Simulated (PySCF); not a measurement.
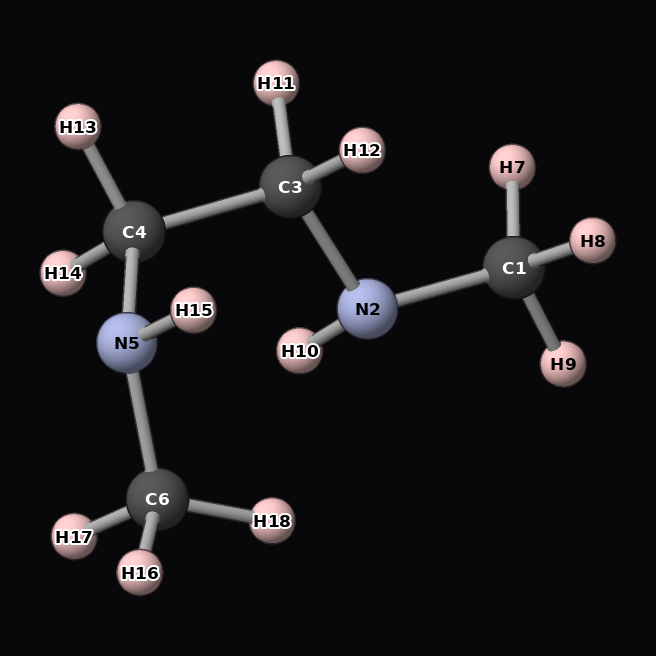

The questions are on isotropic NMR shieldings of the H atoms. The geometry was computed by an optimisation with PBE0-D3(BJ)/def2-SVP. No frequency run is at hand to confirm it as a minimum. Level of theory: GIAO PBE0/pcSseg-1 NMR shielding, non-relativistic, gas phase (PySCF 2.14.0).

> Which H atom is the most shielded (lowest chemical shift)?

H10 (32.02 ppm).

> Which H atom is the least shielded (highest chemical shift)?

H18 (27.69 ppm).

> How wide is the range of H shifts?

4.33 ppm.

Give the isotropic NMR shieldings of the H atoms atom by atom.

| atom | σ (ppm) |
| --- | --- |
| H7 | 29.11 |
| H8 | 28.97 |
| H9 | 28.52 |
| H10 | 32.02 |
| H11 | 28.58 |
| H12 | 29.06 |
| H13 | 28.29 |
| H14 | 29.07 |
| H15 | 31.77 |
| H16 | 28.76 |
| H17 | 29.25 |
| H18 | 27.69 |
